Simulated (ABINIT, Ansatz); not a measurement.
# CdSe (F-43m): G0W0 with ABINIT, start to end

How does a plane-wave GW calculation on CdSe (F-43m) run from the first input to the gap?

Calculated with ABINIT 10.8.3; PBE and many-body steps on it, plane waves.

**What was measured.**

- Gap 1.69 ± 0.02 eV: direct gap from (alpha E)^2 extrapolation; spectroscopic ellipsometry; 300 K; film (fully relaxed MBE film, 304 nm) on GaAs(100) (“Band gap bowing of binary alloys: Experimental results compared to theoretical tight-binding supercell calculations for CdZnSe”, 2010, arxiv:1007.2297).

## (1) The starting structure

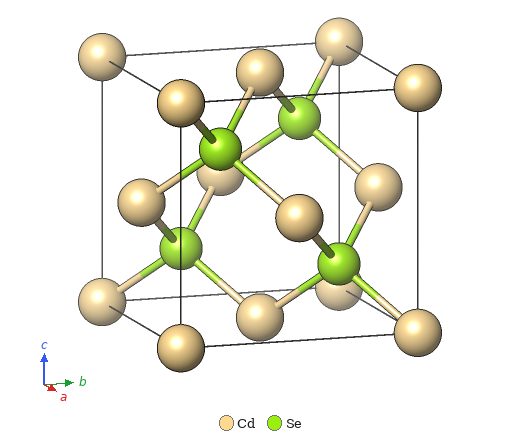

Start, viewed slightly off an axis; cadmium orange, selenium green. This picture shows the conventional cell, with its axes. Bonds to atoms that aren't drawn are left out. Some periodic images of atoms are drawn too.

The cell and positions are those that the Materials Project relaxed with its own functionals (PBE, PBE+U or r2SCAN), kept fixed.

## (2) Ground state

This step: ABINIT 10.8.3; DFT, PBE, plane waves, norm-conserving pseudopotentials.

The ground-state density comes first.

Contents of run.abi:

```
acell 3*1.0 Angstrom
rprim 
  -0.000000000000 3.070271198600 3.070271198600
  3.070271198600 -0.000000000000 3.070271198600
  3.070271198600 3.070271198600 0.000000000000
ntypat 2
znucl 48 34
natom 2
typat 1 2
xred 
  0.000000000000 0.000000000000 0.000000000000
  0.750000000000 0.750000000000 0.750000000000
pp_dirpath "pseudos"
pseudos "Cd.upf, Se.upf"
ecut 48
ngkpt 6 6 6
nshiftk 1
shiftk 0 0 0
kptopt 1
chksymbreak 0
nband 27
occopt 1
tolvrs 1e-10
nstep 60
prtwf 0
optforces 0
optstress 0
indata_prefix "in"
outdata_prefix "out"
tmpdata_prefix "tmp"
```

The run is started by

```console
> OMP_NUM_THREADS=1 mpirun -n 8 abinit run.abi > log
```

Numbers of over 12 decimals in the logs are rounded to 6 here.

Log:

```text
.Version 10.8.3 of ABINIT. v10.8.2 released Aug 2026.

 Symmetries : space group F-4 3 m (#216); Bravais cF (face-center cubic)
================================================================================
 Values of the parameters that define the memory need of the present run
     intxc =       0    ionmov =       0      iscf =       7    lmnmax =       6
     lnmax =       6     mgfft =      54  mpssoang =       3    mqgrid =    3001
     natom =       2  nloc_mem =       1    nspden =       1   nspinor =       1
    nsppol =       1      nsym =      24    n1xccc =    2501    ntypat =       2
    occopt =       1   xclevel =       2
-    mband =          27        mffmem =           1         mkmem =           2
       mpw =        6233          nfft =      157464          nkpt =          16
================================================================================
  Rough estimation (10% accuracy) of disk space for files :
================================================================================

--------------------------------------------------------------------------------
------------- Echo of variables that govern the present computation ------------
--------------------------------------------------------------------------------
 -outvars: echo values of preprocessed input variables --------
            acell      1.8897261259E+00  1.8897261259E+00  1.8897261259E+00 Bohr

      chksymbreak           0
             ecut      4.80000000E+01 Hartree
-          fftalg         312

              ixc     -101130
              kpt      0.00000000E+00  0.00000000E+00  0.00000000E+00
                       1.66666667E-01  0.00000000E+00  0.00000000E+00
                       3.33333333E-01  0.00000000E+00  0.00000000E+00
                       5.00000000E-01  0.00000000E+00  0.00000000E+00
                       1.66666667E-01  1.66666667E-01  0.00000000E+00
                       3.33333333E-01  1.66666667E-01  0.00000000E+00
                       5.00000000E-01  1.66666667E-01  0.00000000E+00
                      -3.33333333E-01  1.66666667E-01  0.00000000E+00
                      -1.66666667E-01  1.66666667E-01  0.00000000E+00
   [... 5 further rows ...]
                      -3.33333333E-01  3.33333333E-01  1.66666667E-01
                      -3.33333333E-01  5.00000000E-01  1.66666667E-01
         kptrlatt        6    0    0      0    6    0      0    0    6
          kptrlen      4.92313624E+01
P           mkmem           2
            natom           2
            nband          27
            ngfft          54      54      54
             nkpt          16
            nstep          60
             nsym          24
           ntypat           2
              occ      2.000000  2.000000  2.000000  2.000000  2.000000  2.000000
                       2.000000  2.000000  2.000000  2.000000  2.000000  2.000000
                       2.000000  2.000000  2.000000  2.000000  2.000000  2.000000
                       2.000000  2.000000  2.000000  2.000000  0.000000  0.000000
[...]
optforces           0
        optstress           0
            prtwf           0
            rprim     -0.0000000000E+00  3.0702711986E+00  3.0702711986E+00
[...]
spgroup         216

           tolvrs      1.00000000E-10

             xred      0.0000000000E+00  0.0000000000E+00  0.0000000000E+00
[...]
znucl       48.00000   34.00000

================================================================================

 chkinp: Checking input parameters for consistency.

================================================================================
== DATASET  1 ==================================================================
-   mpi_nproc: 8, omp_nthreads: 1 (-1 if OMP is not activated)

--- !DatasetInfo
iteration_state: {dtset: 1, }
dimensions: {natom: 2, nkpt: 16, mband: 27, nsppol: 1, nspinor: 1, nspden: 1, mpw: 6233, }
cutoff_energies: {ecut:  48.0, pawecutdg:  -1.0, }
electrons: {nelect:   4.40000000E+01, charge:   0.00000000E+00, occopt:   1.00000000E+00, tsmear:   1.00000000E-02, }

 Real(R)+Recip(G) space primitive vectors, cartesian coordinates (Bohr,Bohr^-1):
 R(1)=  0.0000000  5.8019717  5.8019717  G(1)= -0.0861776  0.0861776  0.0861776
 R(2)=  5.8019717  0.0000000  5.8019717  G(2)=  0.0861776 -0.0861776  0.0861776
 R(3)=  5.8019717  5.8019717  0.0000000  G(3)=  0.0861776  0.0861776 -0.0861776
 Unit cell volume ucvol=  3.9062210E+02 bohr^3
 Angles (23,13,12)=  6.00000000E+01  6.00000000E+01  6.00000000E+01 degrees

 getcut: wavevector=  0.0000  0.0000  0.0000  ngfft=  54  54  54
         ecut(hartree)=     48.000   => boxcut(ratio)=   2.11089

--- Pseudopotential description ------------------------------------------------
- Cd Generated using ONCVPSP code by D. R. Hamann
- 48.00000  20.00000  171031                  znucl, zion, pspdat
12 -101130 2 -1 1368                          pspcod,pspxc,lmax,lloc,mmax
     nproj     2     2     2
  pspatm : epsatm=   19.67729986
         --- l  ekb(1:nproj) -->
[...]
pspatm: atomic psp has been read  and splines computed

- Se Generated using ONCVPSP code by D. R. Hamann
- 34.00000  24.00000  171031                  znucl, zion, pspdat
12 -101130 2 -1 1214                          pspcod,pspxc,lmax,lloc,mmax
     nproj     2     2     2
  pspatm : epsatm=   25.39064422
         --- l  ekb(1:nproj) -->
[...]
pspatm: atomic psp has been read  and splines computed

   1.98298954E+03                                ecore*ucvol(ha*bohr**3)
--------------------------------------------------------------------------------

_setup2: Arith. and geom. avg. npw (full set) are    6205.468    6205.452

================================================================================

--- !BeginCycle
iteration_state: {dtset: 1, }
solver: {iscf: 7, nstep: 60, nline: 4, wfoptalg: 0, }
tolerances: {tolvrs: 1.00E-10, }

     iter   Etot(hartree)      deltaE(h)  residm     vres2
 ETOT  1  -512.09799868822    -5.121E+02 1.832E+00 4.803E+02
 ETOT  2  -513.43726474098    -1.339E+00 2.032E-02 3.017E+02
 ETOT  3  -513.47097606435    -3.371E-02 9.883E-04 1.140E+01
 ETOT  4  -513.47142403770    -4.480E-04 1.576E-04 3.720E+00
 ETOT  5  -513.47170863122    -2.846E-04 5.436E-05 8.122E-02
 ETOT  6  -513.47171616764    -7.536E-06 3.715E-05 7.719E-03
 ETOT  7  -513.47171642557    -2.579E-07 1.358E-05 4.974E-03
 ETOT  8  -513.47171677574    -3.502E-07 9.369E-06 1.597E-04
 ETOT  9  -513.47171679327    -1.753E-08 3.360E-06 1.031E-05
 ETOT 10  -513.47171679418    -9.120E-10 2.356E-06 1.773E-08
 ETOT 11  -513.47171679417     7.844E-12 8.456E-07 1.776E-09
 ETOT 12  -513.47171679415     1.694E-11 5.984E-07 2.181E-10
 ETOT 13  -513.47171679417    -1.637E-11 2.135E-07 4.150E-12

 At SCF step   13       vres2   =  4.15E-12 < tolvrs=  1.00E-10 =>converged.

--- !ResultsGS
iteration_state: {dtset: 1, }
comment   : Summary of ground state results
lattice_vectors:
- [ -0.0000000,   5.8019717,   5.8019717, ]
- [  5.8019717,  -0.0000000,   5.8019717, ]
- [  5.8019717,   5.8019717,   0.0000000, ]
lattice_lengths: [   8.20523,    8.20523,    8.20523, ]
lattice_angles: [ 60.000,  60.000,  60.000, ] # degrees, (23, 13, 12)
lattice_volume:   3.9062210E+02
convergence: {deltae: -1.637E-11, res2:  4.150E-12, residm:  2.135E-07, diffor:  0.000E+00, }
etotal    :  -5.13471717E+02
entropy   :   0.00000000E+00
fermie    :   1.66673775E-01
cartesian_stress_tensor: null
pressure_GPa: null
xred      :
- [  0.0000E+00,   0.0000E+00,   0.0000E+00, Cd]
- [  7.5000E-01,   7.5000E-01,   7.5000E-01, Se]
cartesian_forces: null
force_length_stats: {min: null, max: null, mean: null, }

 Integrated electronic density in atomic spheres:
 ------------------------------------------------
 Atom  Sphere_radius  Integrated_density
    1        2.00000         17.17162923
    2        2.00000         21.23608805
================================================================================

 ----iterations are completed or convergence reached----

 Mean square residual over all n,k,spin=   49.635E-11; max=  21.347E-08
 reduced coordinates (array xred) for    2 atoms
       0.000000000000      0.000000000000      0.000000000000
       0.750000000000      0.750000000000      0.750000000000
 rms dE/dt=  0.0000E+00; max dE/dt=  0.0000E+00; dE/dt below (all hartree)
    1       0.000000000000      0.000000000000      0.000000000000
    2       0.000000000000      0.000000000000      0.000000000000

 cartesian coordinates (angstrom) at end:
    1      0.000000     0.000000     0.000000
    2      4.605407     4.605407     4.605407
 length scales=  1.889726125908  1.889726125908  1.889726125908 bohr
              =  1.000000000000  1.000000000000  1.000000000000 angstroms
 prteigrs : about to open file out_EIG
 Fermi (or HOMO) energy (hartree) =   0.16667   Average Vxc (hartree)=  -0.33769
 Eigenvalues (hartree) for nkpt=  16  k points:
 kpt#   1, nband= 27, wtk=  0.00463, kpt=  0.0000  0.0000  0.0000 (reduced coord)
  -7.44022   -5.21570   -5.21570   -5.21570   -3.56872   -2.13724   -2.13724   -2.13724
  -1.54673   -1.54673   -1.54673   -1.54661   -1.54661   -0.29035   -0.12155   -0.12155
  -0.12155   -0.10894   -0.10894    0.16667    0.16667    0.16667    0.18678    0.38514
   0.38514    0.38514    0.52216
 prteigrs : prtvol=0 or 1, do not print more k-points.

--- !EnergyTerms
iteration_state     : {dtset: 1, }
comment             : Components of total free energy in Hartree
kinetic             :  2.08049206662625E+02
hartree             :  2.11626225362383E+02
xc                  : -5.30301181629772E+01
Ewald energy        : -2.25987138032594E+02
psp_core            :  5.07649087411578E+00
local_psp           : -5.82864782280717E+02
non_local_psp       : -7.63416012170053E+01
total_energy        : -5.13471716794170E+02
total_energy_eV     : -1.39722772120731E+04
band_energy         : -8.27142593861160E+01

== END DATASET(S) ==============================================================
================================================================================

 -outvars: echo values of variables after computation  --------
           etotal     -5.1347171679E+02
            nband          27
             nkpt          16
          spgroup         216
 [... the other variables as echoed above ...]

 Calculation completed.
```

The job ended after 12 s (8 MPI ranks of AMD EPYC 9B45 (Zen 5), shared host; peak memory 0.84 GiB).

This step gave:

| Property | Result |
| --- | --- |
| total energy | -13972.2772 eV |
| gap | 0.5472 eV |
| k of the valence top | 0, 0, 0 |
| k of the conduction bottom | 0, 0, 0 |
| least direct gap | 0.5472 eV |

The gap is direct, at Γ.

(Part 1 of 3 ends here.)

[Paths, hosts, dates, memory and timing lines, banners, echoed tables and standing remarks are left out of the program output.]

[Logs are printed without paths, hosts, clocks, repeated set-up lines and the standing remarks that a program may print on its own settings, such as how far it seeks lower states.]

[Runs of the session that timed out or met a known fault of the program may be left out.]

[Hosts, paths, dates, database ids (printed as entryN), source tags and the programs' standing remarks are cut or masked in the printed files.]

[G0W0 gaps are taken among the corrected bands and points alone; a level outside them can change the order at an edge.]

[Where Ansatz stands beside ABINIT at settings called matched, ABINIT's density can come from a denser mesh and the files from another edition; pairs whose starting gaps differed by over 0.03 eV were left out, so agreement reads better than it is.]
